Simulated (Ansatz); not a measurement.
**Fields on a plane of KF (rock salt)**

```yaml
crystal:
  lattice:
    - [0.00000, 2.71039, 2.71039]
    - [2.71039, 0.00000, 2.71039]
    - [2.71039, 2.71039, 0.00000]
  atoms:
    - { symbol: F, position: [0.00000, 0.00000, 0.00000] }
    - { symbol: K, position: [0.50000, 0.50000, 0.50000] }
```

The slice is a {100} plane (indices of the conventional cell) through the point (0.000, 0.000, 0.000) (fractional), spanned by u = [100] and v = [0 1 -1] in vectors of this cell: u (3.83 Å) and v (3.83 Å, at 90° to u). It covers one period; positions are fractions (u, v).

Atoms on it: F at (0.00, 0.00); K at (0.50, 0.50).

Computed with PBE (plane waves to 420 eV, PAW, scalar-relativistic; Ansatz, an electronic-structure program). k mesh 11×11×11. Near the nuclei the fields are pseudised (PAW); where an atom keeps semicore shells as valence, they peak there. KF was relaxed with its symmetry unable to fall.

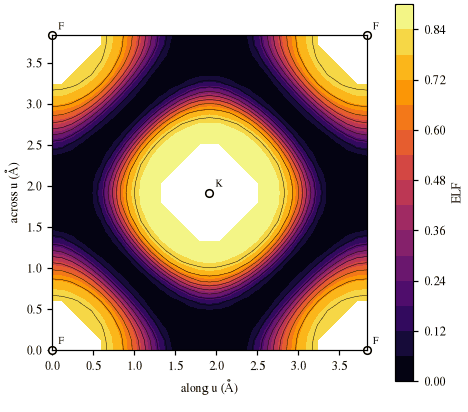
Figure: Electron localisation function (ELF), one period of the plane, atoms marked. Points within 0.5 Å of a nucleus are left white, as the pseudised field means little there.

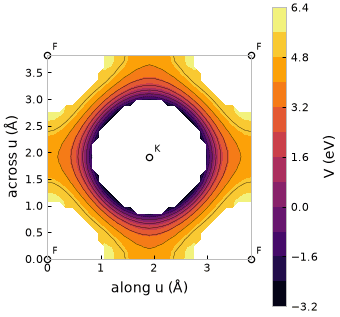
Electrostatic potential energy of an electron, from the cell's mean, in eV, one period of the plane, atoms marked. Points within 1 Å of a nucleus are left white, as the pseudised field means little there. Values under -3 eV are set to -3. The zero, the cell's mean, hangs on the PAW cores.

The density on the F–K line (2.71 Å) at its density minimum, 1.3 Å from F is 0.11 e/Å³ and the ELF at that point comes out as 0.0. Character of the F–K contact (rough rule: ELF there above 0.7 covalent, below 0.2 ionic, polar between): closed-shell (ionic).
